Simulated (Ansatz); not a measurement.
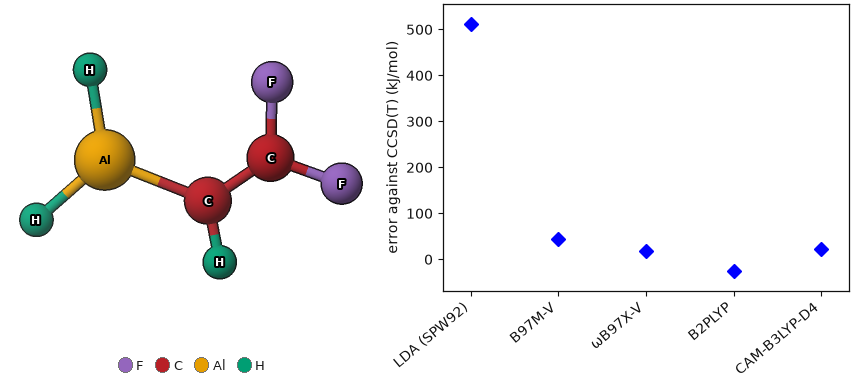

Error in the electronic atomisation energy (method less reference, so positive means overbinding) of C₂H₃AlF₂, SMILES FC(F)=[CH][AlH2], singlet: functionals in def2-TZVPP against frozen-core CCSD(T) at the limit (MP2 extrapolated from triple and quadruple zeta, plus CCSD(T) less MP2 in a smaller set), which gives 2897.8 kJ/mol, at a PBE0-D4/def2-TZVP geometry (a minimum by its frequencies), no zero-point or spin-orbit term, the Ansatz code 0.2.0. The reference leaves out core correlation, a term that grows with the number of heavy atoms. B2PLYP holds a correlation term that converges slowly with the basis, so part of the distance to the limit is basis error. No dispersion term is added to B2PLYP.

Q: What range do the values span?

A: From −25.9 kJ/mol (B2PLYP) to 512.8 kJ/mol (LDA (SPW92)).

Q: Which of these levels overbind, and which underbind?

A: Overbind: LDA (SPW92) and B97M-V. Underbind: B2PLYP. Within 25 kJ/mol of zero, too close to call in view of what the reference leaves out: ωB97X-V and CAM-B3LYP-D4.
